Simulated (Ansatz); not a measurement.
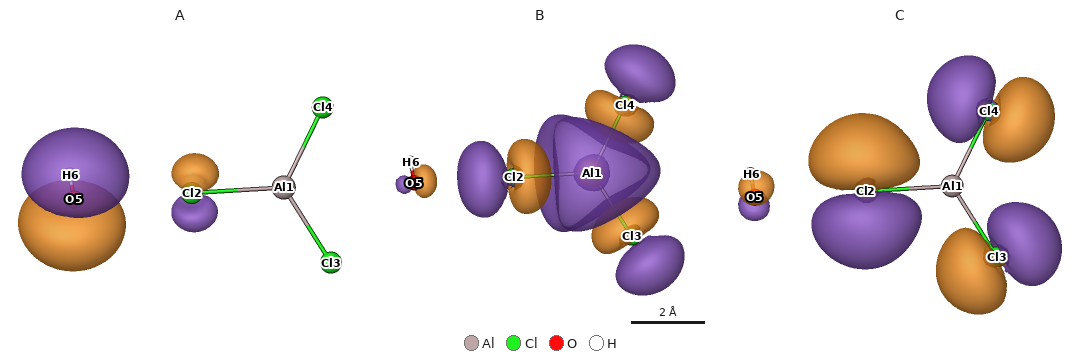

Figure. AlCl3···OH (doublet). Three frontier orbitals at ±0.06 Å⁻³ᐟ² (orange and purple are the two phases), in no order.

Not at a stationary point (largest force 1.3 eV/Å).

These are results of UKS PBE/6-31G* (Ansatz), not measurements.

```
atom    x (Å)    y (Å)    z (Å)
  Al   0.0037   0.0047  -0.1198
  Cl   0.0152   0.0145   2.0692
  Cl   1.8232   0.0076  -1.1507
  Cl  -1.8219  -0.0047  -1.1423
   O   0.0174  -0.0062   4.8608
   H  -0.5521  -0.8169   4.8098
```

Q: Which picture is the HOMO−1, the HOMO and the LUMO? All are α orbitals.

A: C is the HOMO−1 (α) (−7.99 eV). Its weight (Hirshfeld) is mainly on Cl2 (about 55 %), Cl3 (about 20 %) and Cl4 (about 20 %). A is the HOMO (α) (−6.85 eV). By Hirshfeld shares it lies mainly on O5 (about 95 %); largely a lone pair of O5. B is the LUMO (α) (−2.71 eV). It lies mainly on Al1 (about 50 %), Cl2 (about 15 %), Cl4 (about 15 %) and Cl3 (about 15 %).

Q: What is the gap between the highest occupied and lowest empty α orbitals?

A: 4.14 eV between the orbital energies.
